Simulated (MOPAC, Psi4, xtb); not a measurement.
Approach curve of the dimer H4Si ··· Li+ (SMILES [SiH4] and [Li+]) (charge +1), singlet. Monomers: optimised at B3LYP-D3(BJ) (def2-TZVP), held rigid. Orientation: lowest of the rigid-body minima from ten starts at GFN2-xTB. Only R, the distance of the centres of mass, is varied, so the lowest point isn't the relaxed dimer.

Geometry at R = 3.56 Å (first 5 atoms: monomer A):
```
6

Si     0.0000     0.0000     0.0000
H     -0.4334     1.0630    -0.9347
H      1.1660    -0.7125    -0.5694
H     -1.1100    -0.9572     0.2076
H      0.3774     0.6068     1.2965
Li    -1.0433     2.5603    -2.2505
```

- PM3, restricted, heats of formation (MOPAC)
- SCS-MP2/aug-cc-pVTZ = DF-SCS-MP2/aug-cc-pVTZ, all electrons correlated, counterpoise-corrected (Psi4)
- PM6, restricted, heats of formation (MOPAC)
- SAPT0/jun-cc-pVDZ, all electrons correlated (Psi4)
- GFN1-xTB (xtb)

Interaction energies in kJ/mol (negative: bound); R is the distance of the centres of mass, d the H2···Li6 distance.

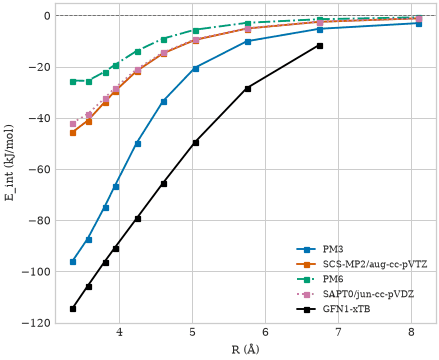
Fig. 1. Interaction energy against separation.

```tsv
R / Å	d / Å	PM3	SCS-MP2/aug-cc-pVTZ	PM6	SAPT0/jun-cc-pVDZ	GFN1-xTB
3.35	1.87	-96.02	-45.62	-25.43	-41.93	-114.47
3.56	2.08	-87.18	-41.08	-25.55	-38.53	-105.68
3.79	2.31	-74.82	-33.96	-22.03	-32.33	-96.27
3.93	2.45	-66.69	-29.66	-19.33	-28.43	-90.80
4.23	2.75	-49.81	-21.72	-13.88	-21.02	-79.31
4.59	3.11	-33.53	-14.84	-9.07	-14.45	-65.53
5.03	3.55	-20.41	-9.54	-5.56	-9.33	-49.50
5.74	4.26	-10.08	-5.11	-2.87	-4.98	-28.38
6.73	5.25	-5.22	-2.49	-1.47	-2.41	-11.56
8.09	6.61	-3.00	-1.12	-0.73	-1.07	—
```

Lowest grid point: PM3 -96.02 kJ/mol at R = 3.35 Å; SCS-MP2/aug-cc-pVTZ -45.62 kJ/mol at R = 3.35 Å; PM6 -25.55 kJ/mol at R = 3.56 Å; SAPT0/jun-cc-pVDZ -41.93 kJ/mol at R = 3.35 Å; GFN1-xTB -114.47 kJ/mol at R = 3.35 Å.

Dashes: no converged value, or the column stops at the first point that the program doubted or that broke a chosen test of continuity, which isn't proof of a fault.
